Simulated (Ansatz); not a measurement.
**NbB8: from a guess to a relaxed structure, part 1 of 2**

The task: take a trial cell of NbB8 to zero force and stress.

Computed with Ansatz 0.2.0 (DFT PBE, scalar-relativistic, plane waves, PAW, unless a step's input says otherwise).

## Step 1: The system as given

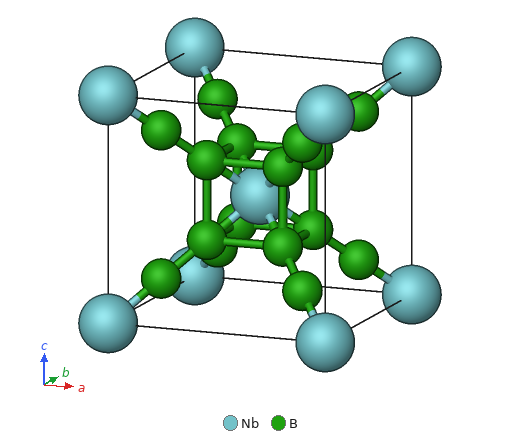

Start, viewed slightly off an axis; niobium teal, boron green. Atoms on the faces are drawn again on the opposite ones. The cell drawn here is the conventional one.

Coordinates:

```
CELL_PARAMETERS angstrom
-2.52235 2.52235 2.52235
2.52235 -2.52235 2.52235
2.52235 2.52235 -2.52235
ATOMIC_POSITIONS crystal
Nb 0.00000 0.00000 0.00000
B 0.65070 0.65070 0.65070
B 0.00000 0.00000 0.34930
B 0.00000 0.34930 0.00000
B 0.34930 0.00000 0.00000
B 0.00000 0.00000 0.65070
B 0.34930 0.34930 0.34930
B 0.00000 0.65070 0.00000
B 0.65070 0.00000 0.00000
```

Recipe of the guess: random cell by space group and Wyckoff sites (Im-3m, No. 229). The dimensions are guesses.

## Step 2: A first look at the guess

Input file input.yaml:

```yaml
crystal:
  lattice:
    - [-2.52235361, 2.52235361, 2.52235361]
    - [2.52235361, -2.52235361, 2.52235361]
    - [2.52235361, 2.52235361, -2.52235361]
  atoms:
    - { symbol: Nb, position: [0.0, 0.0, 0.0] }
    - { symbol: B, position: [0.65070478, 0.65070478, 0.65070478] }
    - { symbol: B, position: [0.0, 0.0, 0.34929522] }
    - { symbol: B, position: [0.0, 0.34929522, 0.0] }
    - { symbol: B, position: [0.34929522, 0.0, 0.0] }
    - { symbol: B, position: [0.0, 0.0, 0.65070478] }
    - { symbol: B, position: [0.34929522, 0.34929522, 0.34929522] }
    - { symbol: B, position: [0.0, 0.65070478, 0.0] }
    - { symbol: B, position: [0.65070478, 0.0, 0.0] }
basis:
  ecutwfc: 420
kpoints:
  mp_grid: { grid: [6, 6, 6] }
hamiltonian:
  xc: pbe
scf:
  occupations: { method: gaussian, width: 0.1 }
  lower_state_search: "off"
output:
  forces: true
  stress: true
  eigenvalues: true
```

The run is started by

```bash
ansatz run input.yaml --threads 1 --pin off --max-ram 2048MiB --backend cpu --events-out ev --progress --plain --runs-dir out
```

Standard output (excerpt; [...] marks lines left out):

```text
[...]
SCF converged after 7 iterations
Free energy (F): -5740.905435 eV
[...]
E sigma→0 (E₀):  -5740.894690 eV
Entropy (-TS):   -0.021490 eV (-2.388 meV/atom)
Fermi energy:    12.664272 eV
[...]
--- Forces (eV/Å), atoms counted from 1 ---
  atom   1  Nb     0.00000000     0.00000000     0.00000000
  atom   2  B     -5.18367748    -5.18367748    -5.18367748
  atom   3  B      5.18367748     5.18367748    -5.18367748
  atom   4  B      5.18367748    -5.18367748     5.18367748
  atom   5  B     -5.18367748     5.18367748     5.18367748
  atom   6  B     -5.18367748    -5.18367748     5.18367748
  atom   7  B      5.18367748     5.18367748     5.18367748
  atom   8  B     -5.18367748     5.18367748    -5.18367748
[...]
--- Stress (GPa, compression-positive) ---
      294.287984       0.000000      -0.000000
        0.000000     294.287984       0.000000
        0.000000      -0.000000     294.287984
  P = ⅓ Tr σ = 294.2880 GPa (2942.880 kbar)
--- Band table (eV; the first three rows and the last of 16) ---
  k-point 0: bands = ["-44.4353", "-22.4084", "-22.4084", "-22.4084", "-0.4478", "2.6978", "2.6978", "2.6978", "4.2040", "4.2040", "6.8263", "6.8263", "6.8263", "7.4924", "7.4924", "7.4924", "9.3652", "9.3652", "9.3652", "11.4649", "19.8564", "19.8564", "19.8564", "20.1196", "20.1196", [...]
[...]
```

Wall time 1.2 s (1 thread of Intel Xeon 6975P-C (Granite Rapids), shared host); peak memory 0.35 GiB.

From the probe: pressure 294.3 GPa, largest force 8.98 eV/Å, gap on this mesh none (metal). A guess like this is first relaxed loosely on the coarse mesh.

## Step 3: Rough relaxation on the coarse mesh

Changes to input.yaml since step 2:

```diff
@@ -28 +28,6 @@
   eigenvalues: true
+relax:
+  adjacent_minimum: "off"
+  f_tol: 0.04
+  max_steps: 70
+  cell: { stress_tol: 0.4 }
```

The run is started by

```bash
ansatz run input.yaml --threads 1 --pin off --max-ram 2048MiB --backend cpu --events-out ev --progress --plain --runs-dir out
```

Standard output:

```text
Warning: RAYON_NUM_THREADS=1 ignored (pool sized by the plan → 1); use --threads N
Engine: ansatz 0.2.0, x86_64-unknown-linux-gnu
Pseudopotentials: kind: paw
Pseudopotential: Nb, paw, valence charge 13, recommended cutoff 420 eV (normal), Nb.paw.azcp
Pseudopotential: B, paw, valence charge 3, recommended cutoff 420 eV (normal), B.paw.azcp
Functional definition: PBE
  parameter kappa = 0.804
  parameter beta = 0.06672455060314922
  exchange = pbe_x(kappa = kappa, mu = beta*pi^2/3)
  correlation = pbe_c(beta = beta)
Crystal: 9 atoms, lattice volume = 64.192 Å³
Basis set: ecut = 420 eV, 1253 PW (Γ), exchange–correlation on 60×60×60 points (8 copies of the dense FFT grid, shifted against one another)
Bands: 28, of which v1, the nominal top of the filled ones, is band 19 counted from 1 (18 counted from 0)
Symmetry: 48 space group operations
Space group: Im-3m (ITA 229), of the structure as read, at distance tolerance 4.0e-5 Å
k-points: 16 of 216
Non-local potential: Nb, projectors of the file, l = 0: 3, l = 1: 2, l = 2: 2, l = 3: 1
Non-local potential: B, projectors of the file, l = 0: 2, l = 1: 2, l = 2: 1
PAW form: soft (Blöchl's): semilocal exchange-correlation on the pseudo side does not see the compensation charge
PAW one-centre angular grid: Nb, 590 points (default); XC on 64 Gauss nodes
PAW one-centre angular grid: B, 110 points (default); XC on 64 Gauss nodes
Initial density: superposition of atomic densities (neutral atoms: chi_scale 0, normalization atom), corrected by the library's trained network
Initial wavefunctions: pseudopotential atomic-orbital guess
Functional: x = pbe(κ = 0.804, μ = 0.2195149727645171), c = pbe(β = 0.06672455060314922)
SCF iter   1: F=—  HF=-5743.827248 eV  |F-HF|=—  |Δ(HF+E_count)|=         —  Δρ=9.07e-2  dr2=1.06e1  ethr=1.77e-3  ⟨swp⟩=8.1  Hψ=2586  notcnv=0  defer=4
preconditioner: auto → LDOS  [metal: Δε(μ)=0.094 eV  Ē_g=12.074 eV  σ=0.100 eV  W_gap=0.49  n_scr=12 (ndim 8)  ℏωp=25.0 eV  f_vac=0.064  D(μ)=3.83/eV (n_scr^D=42)  β→1.0]
SCF iter   2: F=—  HF=-5740.927877 eV  |F-HF|=—  |Δ(HF+E_count)|=    2.90e0  Δρ=3.52e-2  dr2=6.53e-1  ethr=1.77e-3  ⟨swp⟩=4.3  Hψ=1206  notcnv=0  defer=44
SCF iter   3: F=—  HF=-5740.929908 eV  |F-HF|=—  |Δ(HF+E_count)|=   2.03e-3  Δρ=8.98e-3  dr2=1.13e-1  ethr=1.76e-3  ⟨swp⟩=2.9  Hψ=911  notcnv=0  defer=46
SCF iter   4: F=—  HF=-5740.905456 eV  |F-HF|=—  |Δ(HF+E_count)|=   2.45e-2  Δρ=2.27e-3  dr2=2.33e-3  ethr=3.05e-4  ⟨swp⟩=2.0  Hψ=696  notcnv=0  defer=46
SCF iter   5: F=—  HF=-5740.905373 eV  |F-HF|=—  |Δ(HF+E_count)|=   8.29e-5  Δρ=2.51e-4  dr2=3.18e-5  ethr=6.30e-6  ⟨swp⟩=2.1  Hψ=736  notcnv=0  defer=46
SCF iter   6: F=—  HF=-5740.905433 eV  |F-HF|=—  |Δ(HF+E_count)|=   6.05e-5  Δρ=5.89e-5  dr2=2.40e-6  ethr=8.61e-8  ⟨swp⟩=2.0  Hψ=660  notcnv=0  defer=46
SCF iter   7: F=-5740.905435 eV  HF=-5740.905435 eV  |F-HF|=1.15e-8  |Δ(HF+E_count)|=   1.50e-6  Δρ=9.41e-6  dr2=5.25e-8  ethr=2.70e-10  ⟨swp⟩=11.9  Hψ=2787  notcnv=0
SCF 1 converged in 7 iterations: F = -5740.905435 eV  dr2 = 5.25e-8
relax step   1: F+E_penalty+E_count = -5740.90543497 eV  Δ(F+E_penalty+E_count) = +0.000e0 eV  max|allowed force component| = 5.184e0 eV/Å  Δτ_max = 0.0000 Å  P = +294.288 GPa  Ω = 64.192 Å³  (7 SCF iters, dr2 threshold 1.00e-7 eV, accepted)
Crystal: 9 atoms, lattice volume = 74.097 Å³
Basis set: ecut = 420 eV, 1481 PW (Γ), exchange–correlation on 60×60×60 points (8 copies of the dense FFT grid, shifted against one another)
Initial density: handed on by an earlier stage of this run
Initial wavefunctions: those handed on with the density
SCF iter   1: F=—  HF=-5756.581154 eV  |F-HF|=—  |Δ(HF+E_count)|=         —  Δρ=3.00e-2  dr2=1.36e0  ethr=3.10e-3  ⟨swp⟩=5.7  Hψ=1811  notcnv=0
preconditioner: auto → LDOS  [metal: Δε(μ)=0.089 eV  Ē_g=10.996 eV  σ=0.100 eV  W_gap=0.42  n_scr=18 (ndim 8)  ℏωp=23.2 eV  f_vac=0.067  D(μ)=4.56/eV (n_scr^D=42)  β→1.0]
SCF iter   2: F=—  HF=-5756.158225 eV  |F-HF|=—  |Δ(HF+E_count)|=   4.23e-1  Δρ=1.21e-2  dr2=9.57e-2  ethr=3.10e-3  ⟨swp⟩=2.6  Hψ=857  notcnv=0  defer=44
SCF iter   3: F=—  HF=-5756.190398 eV  |F-HF|=—  |Δ(HF+E_count)|=   3.22e-2  Δρ=3.04e-3  dr2=1.60e-2  ethr=2.59e-4  ⟨swp⟩=2.6  Hψ=760  notcnv=0  defer=44
SCF iter   4: F=—  HF=-5756.188559 eV  |F-HF|=—  |Δ(HF+E_count)|=   1.84e-3  Δρ=1.02e-3  dr2=4.70e-4  ethr=4.31e-5  ⟨swp⟩=2.1  Hψ=579  notcnv=0  defer=44
SCF iter   5: F=—  HF=-5756.188573 eV  |F-HF|=—  |Δ(HF+E_count)|=   1.32e-5  Δρ=1.92e-4  dr2=2.45e-5  ethr=1.27e-6  ⟨swp⟩=2.1  Hψ=706  notcnv=0  defer=44
SCF iter   6: F=—  HF=-5756.188580 eV  |F-HF|=—  |Δ(HF+E_count)|=   6.96e-6  Δρ=3.81e-5  dr2=1.22e-6  ethr=6.61e-8  ⟨swp⟩=2.0  Hψ=633  notcnv=0  defer=44
SCF iter   7: F=-5756.188580 eV  HF=-5756.188580 eV  |F-HF|=2.44e-8  |Δ(HF+E_count)|=   3.46e-8  Δρ=6.84e-6  dr2=2.98e-8  ethr=2.43e-9  ⟨swp⟩=11.4  Hψ=2553  notcnv=0
SCF 2 converged in 7 iterations: F = -5756.188580 eV  dr2 = 2.98e-8
relax step   2: F+E_penalty+E_count = -5756.18857964 eV  Δ(F+E_penalty+E_count) = -1.528e1 eV  max|allowed force component| = 3.645e0 eV/Å  Δτ_max = 0.0072 Å  P = +195.034 GPa  Ω = 74.097 Å³  energy of the carried Pulay correction = -2.346e-2 eV  (7 SCF iters, dr2 threshold 9.00e-7 eV, accepted)
Crystal: 9 atoms, lattice volume = 84.925 Å³
Basis set: ecut = 420 eV, 1601 PW (Γ), exchange–correlation on 60×60×60 points (8 copies of the dense FFT grid, shifted against one another)
SCF iter   1: F=—  HF=-5767.925489 eV  |F-HF|=—  |Δ(HF+E_count)|=         —  Δρ=2.41e-2  dr2=1.19e0  ethr=3.10e-3  ⟨swp⟩=5.6  Hψ=1791  notcnv=0
preconditioner: auto → LDOS  [metal: Δε(μ)=0.042 eV  Ē_g=9.960 eV  σ=0.100 eV  W_gap=0.23  n_scr=18 (ndim 8)  ℏωp=21.7 eV  f_vac=0.077  D(μ)=1.66/eV (n_scr^D=12)  β→1.0]
SCF iter   2: F=—  HF=-5767.639432 eV  |F-HF|=—  |Δ(HF+E_count)|=   2.86e-1  Δρ=9.74e-3  dr2=1.35e-1  ethr=3.10e-3  ⟨swp⟩=3.1  Hψ=949  notcnv=0  defer=46
SCF iter   3: F=—  HF=-5767.614123 eV  |F-HF|=—  |Δ(HF+E_count)|=   2.53e-2  Δρ=1.59e-3  dr2=2.97e-3  ethr=3.64e-4  ⟨swp⟩=2.0  Hψ=682  notcnv=0  defer=46
SCF iter   4: F=—  HF=-5767.614018 eV  |F-HF|=—  |Δ(HF+E_count)|=   1.05e-4  Δρ=2.99e-4  dr2=8.26e-5  ethr=8.03e-6  ⟨swp⟩=2.4  Hψ=659  notcnv=0  defer=44
SCF iter   5: F=—  HF=-5767.614061 eV  |F-HF|=—  |Δ(HF+E_count)|=   4.27e-5  Δρ=4.27e-5  dr2=8.38e-7  ethr=2.43e-9  ⟨swp⟩=11.1  Hψ=2984  notcnv=0
SCF iter   6: F=-5767.614063 eV  HF=-5767.614063 eV  |F-HF|=1.28e-8  |Δ(HF+E_count)|=   1.59e-6  Δρ=4.31e-6  dr2=9.96e-9  ethr=2.27e-9  ⟨swp⟩=3.1  Hψ=1651  notcnv=0
SCF 3 converged in 6 iterations: F = -5767.614063 eV  dr2 = 9.96e-9
relax step   3: F+E_penalty+E_count = -5767.61406272 eV  Δ(F+E_penalty+E_count) = -1.143e1 eV  max|allowed force component| = 1.374e0 eV/Å  Δτ_max = 0.0200 Å  P = +127.962 GPa  Ω = 84.925 Å³  energy of the carried Pulay correction = -4.557e-2 eV  (6 SCF iters, dr2 threshold 9.00e-7 eV, accepted)
[... from here on, the SCF cycles and remarks between the steps are left out ...]
relax step   4: F+E_penalty+E_count = -5774.95961213 eV  Δ(F+E_penalty+E_count) = -7.346e0 eV  max|allowed force component| = 2.431e0 eV/Å  Δτ_max = 0.0132 Å  P = +80.601 GPa  Ω = 97.065 Å³  energy of the carried Pulay correction = -6.690e-2 eV  (6 SCF iters, dr2 threshold 9.00e-7 eV, accepted)
relax step   5: F+E_penalty+E_count = -5780.52153358 eV  Δ(F+E_penalty+E_count) = -5.562e0 eV  max|allowed force component| = 9.934e-1 eV/Å  Δτ_max = 0.0186 Å  P = +47.750 GPa  Ω = 109.970 Å³  energy of the carried Pulay correction = -8.642e-2 eV  (6 SCF iters, dr2 threshold 9.00e-7 eV, accepted)
relax step   6: F+E_penalty+E_count = -5783.71768275 eV  Δ(F+E_penalty+E_count) = -3.196e0 eV  max|allowed force component| = 4.808e-1 eV/Å  Δτ_max = 0.0080 Å  P = +23.228 GPa  Ω = 124.339 Å³  energy of the carried Pulay correction = -1.052e-1 eV  (7 SCF iters, dr2 threshold 9.00e-7 eV, accepted)
relax step   7: F+E_penalty+E_count = -5785.01456322 eV  Δ(F+E_penalty+E_count) = -1.297e0 eV  max|allowed force component| = 8.698e-2 eV/Å  Δτ_max = 0.0069 Å  P = +4.167 GPa  Ω = 139.910 Å³  energy of the carried Pulay correction = -1.227e-1 eV  (7 SCF iters, dr2 threshold 9.00e-7 eV, accepted)
relax step   8: F+E_penalty+E_count = -5785.06610005 eV  Δ(F+E_penalty+E_count) = -5.154e-2 eV  max|allowed force component| = 5.593e-3 eV/Å  Δτ_max = 0.0016 Å  P = +0.309 GPa  Ω = 143.843 Å³  energy of the carried Pulay correction = -1.267e-1 eV  (6 SCF iters, dr2 threshold 9.00e-7 eV, accepted)
relax step   9: F+E_penalty+E_count = -5786.70834354 eV  Δ(F+E_penalty+E_count) = -1.642e0 eV  max|allowed force component| = 1.449e-1 eV/Å  Δτ_max = 0.0000 Å  P = +7.865 GPa  Ω = 143.843 Å³  stress off target by 7.86e0 GPa  SCF on the basis re-selected at this cell (its energy is not comparable with the rows above)  (7 SCF iters)
relax step  10: F+E_penalty+E_count = -5786.95638506 eV  Δ(F+E_penalty+E_count) = -2.480e-1 eV  max|allowed force component| = 4.129e-2 eV/Å  Δτ_max = 0.0031 Å  P = +1.937 GPa  Ω = 152.248 Å³  energy of the carried Pulay correction = -8.035e-3 eV  (6 SCF iters, dr2 threshold 9.00e-7 eV, accepted)
relax step  11: F+E_penalty+E_count = -5786.97060768 eV  Δ(F+E_penalty+E_count) = -1.422e-2 eV  max|allowed force component| = 5.813e-3 eV/Å  Δτ_max = 0.0016 Å  P = -0.383 GPa  Ω = 156.178 Å³  energy of the carried Pulay correction = -1.284e-2 eV  (6 SCF iters, dr2 threshold 9.00e-7 eV, accepted)
relax step  12: F+E_penalty+E_count = -5786.98284458 eV  Δ(F+E_penalty+E_count) = -1.224e-2 eV  max|allowed force component| = 7.281e-3 eV/Å  Δτ_max = 0.0000 Å  P = -0.401 GPa  Ω = 156.178 Å³  stress off target by 4.01e-1 GPa  SCF on the basis re-selected at this cell (its energy is not comparable with the rows above)  (5 SCF iters)
relax step  13: F+E_penalty+E_count = -5786.98425503 eV  Δ(F+E_penalty+E_count) = -1.410e-3 eV  max|allowed force component| = 6.118e-4 eV/Å  Δτ_max = 0.0003 Å  P = +0.023 GPa  Ω = 155.428 Å³  energy of the carried Pulay correction = +5.050e-4 eV  (5 SCF iters, dr2 threshold 4.02e-7 eV, accepted)
iter 1 solved again at ethr=1.45e-7 eV; its pass at ethr=3.10e-3 eV (dr2=5.37e-5 eV) is discarded
SCF iter   1: F=—  HF=-5786.983730 eV  |F-HF|=—  |Δ(HF+E_count)|=         —  Δρ=1.04e-5  dr2=9.37e-8  ethr=1.45e-7  ⟨swp⟩=3.2  Hψ=3336  notcnv=0
preconditioner: auto → LDOS  [metal: Δε(μ)=0.053 eV  Ē_g=7.034 eV  σ=0.100 eV  W_gap=0.28  n_scr=18 (ndim 8)  ℏωp=16.0 eV  f_vac=0.110  D(μ)=5.81/eV (n_scr^D=42)  β→1.0]
SCF iter   2: F=—  HF=-5786.983736 eV  |F-HF|=—  |Δ(HF+E_count)|=   6.39e-6  Δρ=2.64e-6  dr2=1.56e-8  ethr=2.53e-10  ⟨swp⟩=2.0  Hψ=739  notcnv=0
SCF iter   3: F=-5786.983736 eV  HF=-5786.983736 eV  |F-HF|=2.87e-9  |Δ(HF+E_count)|=   6.22e-9  Δρ=1.41e-6  dr2=4.41e-9  ethr=1.56e-11  ⟨swp⟩=7.4  Hψ=1836  notcnv=0
SCF 14 converged in 3 iterations: F = -5786.983736 eV  dr2 = 4.41e-9
relax step  14: F+E_penalty+E_count = -5786.98373637 eV  Δ(F+E_penalty+E_count) = +5.187e-4 eV  max|allowed force component| = 6.620e-4 eV/Å  Δτ_max = 0.0000 Å  P = +0.024 GPa  Ω = 155.428 Å³  stress off target by 2.40e-2 GPa  SCF on the basis re-selected at this cell (its energy is not comparable with the rows above)  (3 SCF iters)
basis re-selected at this cell: Δ(F+E_penalty+E_count) = +5.187e-4 eV, ΔP = +0.001 GPa vs the last step (what re-selecting the basis moved, of the pressure what is left beyond the Pulay correction that the steps carried, after the strain that the cell walked since its last selection, with what the two solves' SCF thresholds leave and, on support functions, any second-order correction that the steps lacked; it is no measure of the basis error at this ecutwfc). This SCF's stress stands 2.40e-2 GPa from its target on what of the cell is left free (relax.cell.stress_tol is 4.00e-1 GPa) and its largest allowed force component is 6.62e-4 eV/Å (relax.f_tol is 4.00e-2 eV/Å): within both
SCF converged after 3 iterations
Free energy (F): -5786.983736 eV
Harris-Foulkes:  -5786.983736 eV  (|F-HF|=2.87e-9)
Internal energy: -5786.954690 eV  (E = F + TS)
E sigma→0 (E₀):  -5786.969213 eV
Entropy (-TS):   -0.029046 eV (-3.227 meV/atom)
Fermi energy:    2.791435 eV
--- Per-component energies (eV) ---
  E_band       = -295.647534
  E_kinetic    = 740.126666
  E_local      = -2403.123056  (includes V_loc(G=0)·N_el)
  E_nonlocal   = 222.733836
  E_hartree    = 884.583713
  E_xc         = -415.599338
  E_vxc        = -495.070616  (∫ρ·V_xc dr)
  E_paw        = -3701.957685  (= ΣΔE_a)
  E_vpaw       = -129.483680  (= ΣTr[D̂ρ^β])
  E_aug_tail   = -0.000012  (compensation charges beyond the density's cutoff)
  E_ewald      = -1113.718815
  E_smearing   = -0.029046  (= −TS)
  E_closure    = 0.000000  (closes the sum)
  Σ components = -5786.983736   (vs F -5786.983736, Δ=0.00e0)
--- Forces (eV/Å), atoms counted from 1 ---
  atom   1  Nb     0.00000000    -0.00000000     0.00000000
  atom   2  B     -0.00066198    -0.00066198    -0.00066198
  atom   3  B      0.00066198     0.00066198    -0.00066198
  atom   4  B      0.00066198    -0.00066198     0.00066198
  atom   5  B     -0.00066198     0.00066198     0.00066198
  atom   6  B     -0.00066198    -0.00066198     0.00066198
  atom   7  B      0.00066198     0.00066198     0.00066198
  atom   8  B     -0.00066198     0.00066198    -0.00066198
  atom   9  B      0.00066198    -0.00066198    -0.00066198
  max |Σ_I F_I| component: 6.48e-17 eV/Å
--- Stress (GPa, compression-positive) ---
        0.023999      -0.000000       0.000000
       -0.000000       0.023999       0.000000
        0.000000      -0.000000       0.023999
  P = ⅓ Tr σ = 0.0240 GPa (0.240 kbar)
--- Band table (eV; the first three rows and the last of 16) ---
  k-point 0: bands = ["-50.2931", "-26.7277", "-26.7277", "-26.7277", "-6.4546", "-4.0849", "-4.0849", "-4.0849", "-0.9861", "-0.9861", "-0.9861", "-0.4195", "0.1929", "0.1929", "0.1929", "1.1882", "1.1882", "1.3625", "1.3625", "1.3625", "5.0895", "5.0895", "5.0895", "6.4627", "6.7963", "6.7963", "9.0680", "9.2330"]
  k-point 1: bands = ["-50.2931", "-26.7278", "-26.7277", "-26.7277", "-6.3324", "-4.2181", "-4.1179", "-4.0777", "-1.6677", "-1.1002", "-0.9475", "-0.0959", "0.1519", "0.3383", "0.5868", "0.6473", "0.8030", "1.6497", "1.7031", "2.1797", "5.0491", "5.1645", "5.1866", "6.3254", "6.5410", "6.6370", "8.7403", "9.0622"]
  k-point 2: bands = ["-50.2931", "-26.7279", "-26.7278", "-26.7277", "-5.9996", "-4.6075", "-4.1810", "-4.0627", "-2.2567", "-1.2857", "-0.8577", "-0.1346", "0.0952", "0.3441", "0.4444", "0.5972", "1.2654", "1.9205", "2.3551", "3.1489", "5.1681", "5.3021", "5.3249", "5.5880", "6.0477", "7.0831", "7.5733", "8.3467"]
  k-point 15: bands = ["-50.2931", "-26.7279", "-26.7279", "-26.7279", "-4.7989", "-4.7989", "-4.7989", "-4.0662", "-2.8503", "-1.5840", "-1.5840", "-1.5840", "-0.8262", "-0.8262", "2.1551", "2.1551", "2.1551", "4.6640", "4.6640", "4.6640", "5.6334", "5.6334", "5.6334", "5.9042", "5.9042", "5.9507", "5.9507", "5.9507"]
--- Relaxed structure (11 steps of the walk, 11 accepted, 3 SCFs on fresh bases) ---
  F+E_penalty+E_count = -5786.98373637 eV   max|allowed force component| = 6.620e-4 eV/Å   (the final SCF, on the basis selected at the relaxed cell)
  cell:  # Å, volume = 155.4275 Å³
    - [-3.3870580014569387, 3.3870580014569387, 3.3870580014569387]
    - [3.3870580014569387, -3.3870580014569387, 3.3870580014569387]
    - [3.3870580014569387, 3.3870580014569387, -3.3870580014569387]
  atoms:
    - { symbol: Nb, position: [-1.6954701430284568e-19, -2.220827088755583e-19, -1.0984736137930826e-19] }
    - { symbol: B, position: [0.6384362666057227, 0.6384362666057227, 0.6384362666057227] }
    - { symbol: B, position: [2.7755575615628914e-17, 2.7755575615628914e-17, 0.3615637333942774] }
    - { symbol: B, position: [2.7755575615628914e-17, 0.3615637333942774, 2.7755575615628914e-17] }
    - { symbol: B, position: [0.3615637333942774, 2.7755575615628914e-17, 2.7755575615628914e-17] }
    - { symbol: B, position: [0.0, 0.0, 0.6384362666057227] }
    - { symbol: B, position: [0.3615637333942774, 0.3615637333942774, 0.3615637333942774] }
    - { symbol: B, position: [0.0, 0.6384362666057227, 0.0] }
    - { symbol: B, position: [0.6384362666057227, 0.0, 0.0] }
```

It took 22 s on 1 thread of Intel Xeon 6975P-C (Granite Rapids), shared host; peak memory 0.45 GiB.

Relaxation path:

```csv
step,E - E(step 1) (eV/cell),largest force component (eV/Å),pressure (GPa),volume (Å³)
1,0.0000,5.1837,294.29,64.19
2,-15.2831,3.6446,195.03,74.10
3,-26.7086,1.3741,127.96,84.92
4,-34.0542,2.4305,80.60,97.07
5,-39.6161,0.9934,47.75,109.97
6,-42.8122,0.4808,23.23,124.34
7,-44.1091,0.0870,4.17,139.91
8,-44.1607,0.0056,0.31,143.84
9,-45.8029,0.1449,7.86,143.84
10,-46.0510,0.0413,1.94,152.25
11,-46.0652,0.0058,-0.38,156.18
12,-46.0774,0.0073,-0.40,156.18
13,-46.0788,0.0006,0.02,155.43
14,-46.0783,0.0007,0.02,155.43
```

Step 1 is the start. Steps 9, 12, 14 each repeat the geometry before them on a plane-wave basis chosen anew, so the energy can jump there without any move.

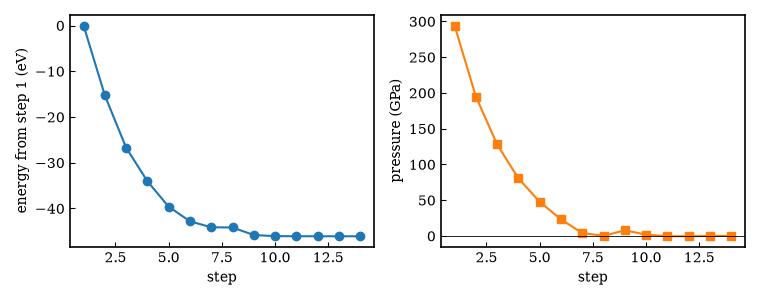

Energy and pressure along the relaxation.

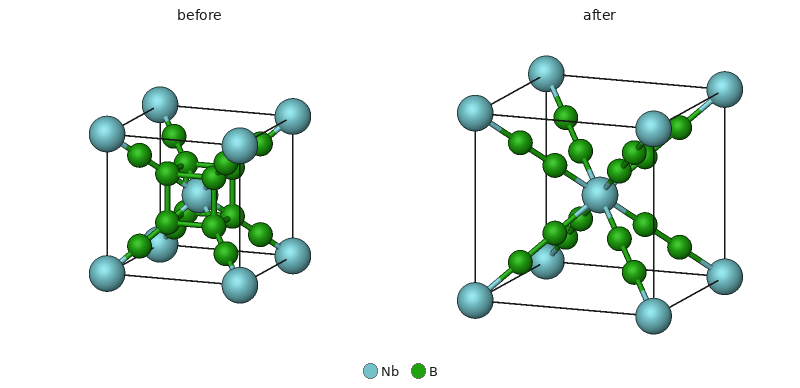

Before and after, at one scale.

Lengths and angles in the start's conventional setting:

|  | before | after | change |
| --- | --- | --- | --- |
| a (Å) | 5.045 | 6.774 | +34.3 % |
| b (Å) | 5.045 | 6.774 | +34.3 % |
| c (Å) | 5.045 | 6.774 | +34.3 % |
| volume (Å³/atom) | 7.13 | 17.27 | +142.1 % |
| shortest distance (Å) | 1.317 | 1.624 | +23.4 % |
| space group (0.01 Å) | Im-3m | Im-3m | same |

Forces and stress were held to the start's 48 operations: a distortion of lower symmetry was not tested.

(Continued in part 2 of 2.)
